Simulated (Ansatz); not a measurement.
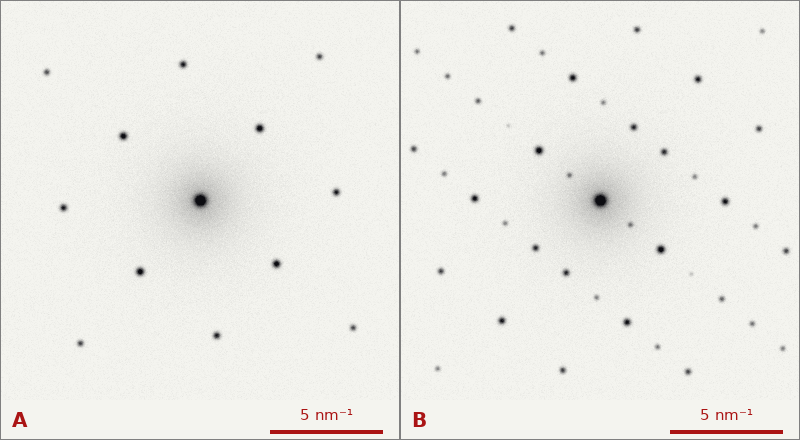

Kinematic electron diffraction patterns (300 kV, B = 0.5 Å², same scale, each along a low-index zone) of two structures of composition BiP, each relaxed at zero pressure with Ansatz, DFT PBE, scalar-relativistic, plane waves, PAW.

The structures (standard cells):
1. Cmcm (No. 63), a = 5.588 Å, b = 11.320 Å, c = 3.325 Å, 8 atoms; generated start, possibly hypothetical
2. Cmcm (No. 63), a = 4.762 Å, b = 11.278 Å, c = 4.456 Å, 8 atoms; generated start, possibly hypothetical

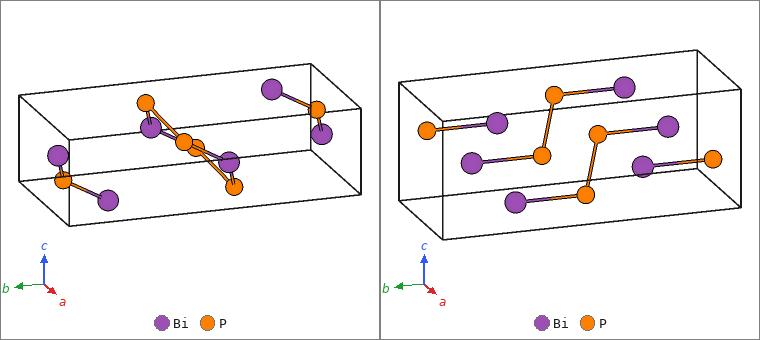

Drawings of the structures 1 to 2, from left to right (each may span several cells).

> Which pattern belongs to which structure, and along which zone?

A is structure 2 along [010]: rectangular net of 2 0 0 at d = 2.38 Å and 0 0 2 at d = 2.23 Å, 90.0° apart (some points of this net are extinct or too weak to see). B is structure 1 along [101] or an equivalent direction: centred rectangular net of 0 2 0 at d = 5.66 Å and 1 1 -1 at d = 2.77 Å, 75.8° apart (some points of this net are extinct or too weak to see).

> Which structure lies lowest at this level of theory, and by how much?

Structure 1 (Cmcm, 26.29 Å³ an atom) is the lowest of these; structure 2 (Cmcm, 29.92 Å³ an atom) lies about 210 meV an atom higher. These are static energies at 0 K; other structures, not shown, may lie lower still.
